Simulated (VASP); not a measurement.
Band structure of SnTe (rock salt). Method: modified Becke-Johnson potential (mBJ), VASP's PBE PAW potentials (set 64) (plane waves; VASP).

mBJ is a potential without an energy functional, so only the levels count. Unless said otherwise, spin-orbit coupling is left out, though it shifts the bands of the heavy elements here.

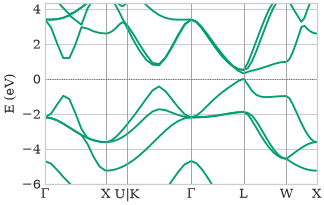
*Bands along high-symmetry lines, zero at the valence-band maximum or, without a gap, the Fermi level*

Problem. Read the plot: is there a gap, and where are the band edges?

Solution. The gap is direct, 0.31 eV, from the valence maximum at L to the conduction minimum at L.

The compound is SnTe in the rock salt structure, which distorts at low temperature. It was relaxed first. The cell's shape comes from a PBE relaxation.
